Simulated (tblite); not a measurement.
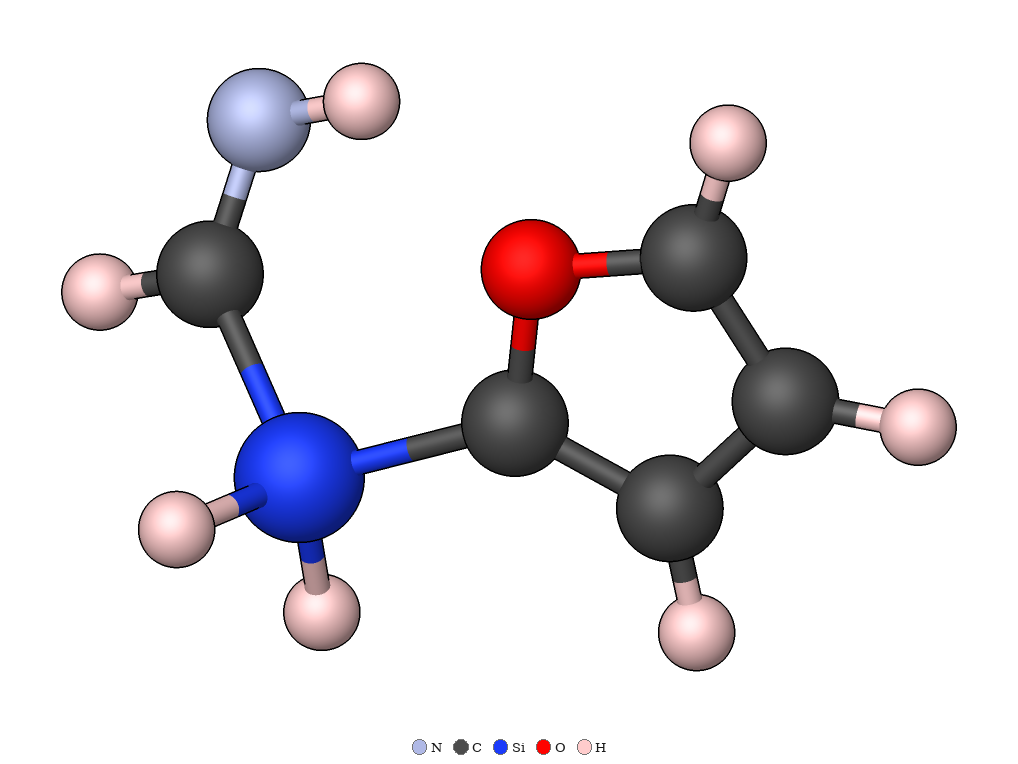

Source: calculation with tblite.

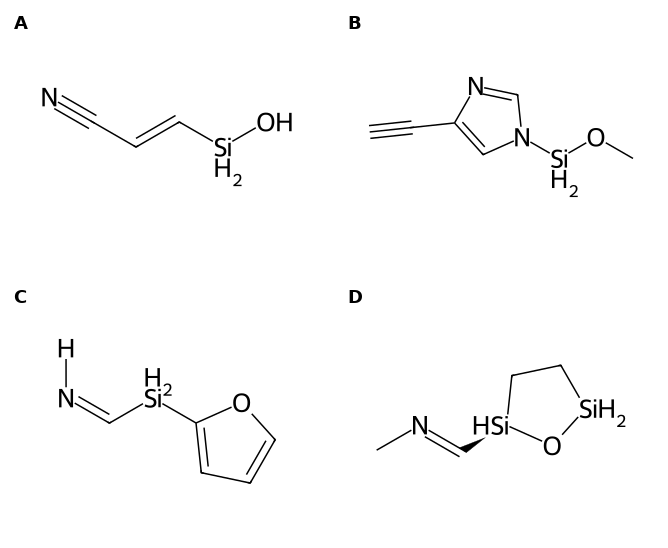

### The first picture shows one of the molecules drawn in the second. Which?

C, `[H]/N=C\[SiH2]c1ccco1`.
